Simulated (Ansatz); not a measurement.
Input

```
crystal:
  periodic: [false, false, false]
  atoms:
    - {symbol: Ga, position_ang: [1.301224, 0.949961, 0.301045]}
    - {symbol: Ga, position_ang: [-1.035887, -1.026231, 0.748737]}
    - {symbol: H, position_ang: [-0.439380, -1.798191, -0.580513]}
    - {symbol: H, position_ang: [0.174042, 1.874460, -0.469269]}
basis:
  gaussian: {orbitals: def2-TZVP, initial_orbitals: start.molden}
total_charge: 1
magnetization: {spin_polarized: true, initial_magnetization: 3}
hamiltonian: {xc: pbe0, dispersion: d4}
output: {orbitals: {seedname: orbitals}}
```

Run with:

```sh
ansatz run in.yaml --threads 4 --pin off --events-out ev --progress --plain --max-ram 3916MiB
```

Geometry: PBE-D4/def2-TZVP.

Method: UKS PBE0-D4/def2-TZVP (Ansatz 0.2.0).

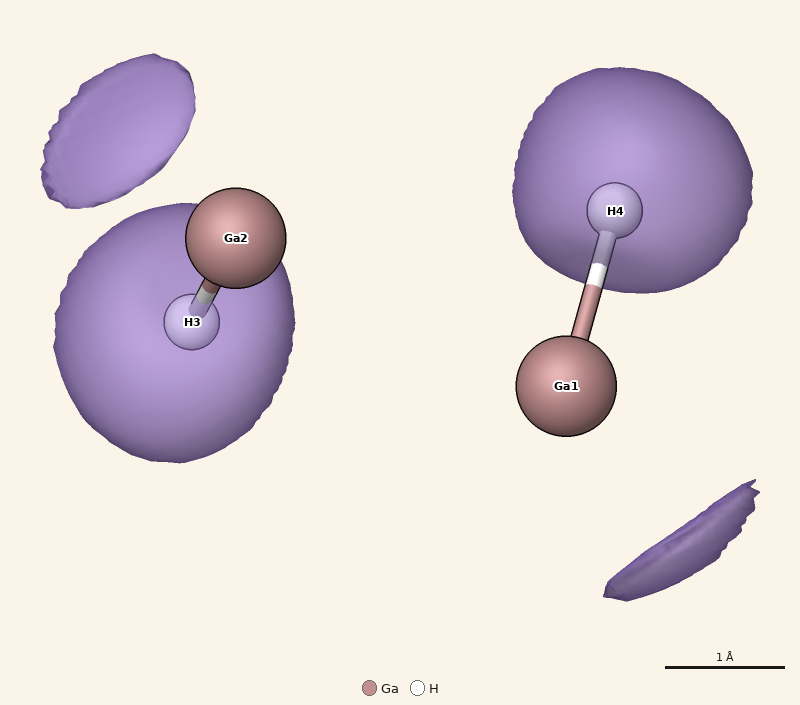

GaH···GaH (charge +1, quartet). Isosurface of the electron localisation function at 0.85 (purple), seen at a tilt. Only the valence region is drawn (cores and ρ < 0.01 e/Å³ removed).

What do the ELF domains correspond to?

Answer. At this value the surface marks out two regions around hydrogen nuclei and two lobes on Ga, pointing away from the bonds (non-bonding electrons). Along the contacts the grid gives the following. Ga1···Ga2 (3.09 Å): the ELF peaks at about 0.65 between the atoms. Ga–H (1.65 Å): the ELF climbs to about 1 towards the hydrogen.
